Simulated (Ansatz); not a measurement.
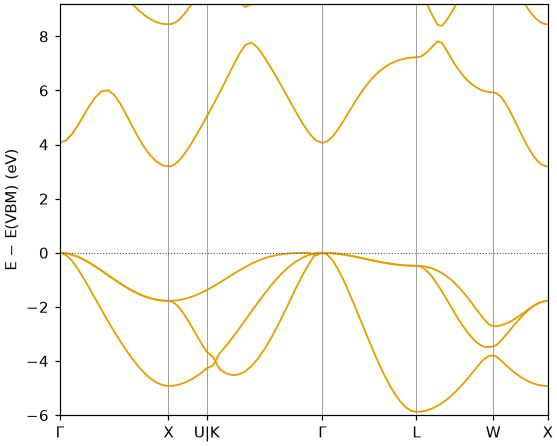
Figure. Band structure from PBEsol in the plane-wave PAW code Ansatz

**Question.** Read off the gap and where the band edges lie.

**Answer.** About 3.2 eV (3.19 eV by a search for the band edges); maximum at Γ, minimum at X.

**Question.** Which compound is it?
A. ZnSe, zinc blende
B. ZnS, zinc blende
C. SiC, zinc blende
D. AlN, zinc blende

**Answer.** D, AlN, zinc blende

Space group F-43m (zinc blende). The PBEsol relaxation kept the symmetry of its start.

Potentials: the earlier of the program's two PAW sets. The files were generated under PBE; for other functionals the program regenerates the frozen cores, and for LDA and PBEsol the local potential too.
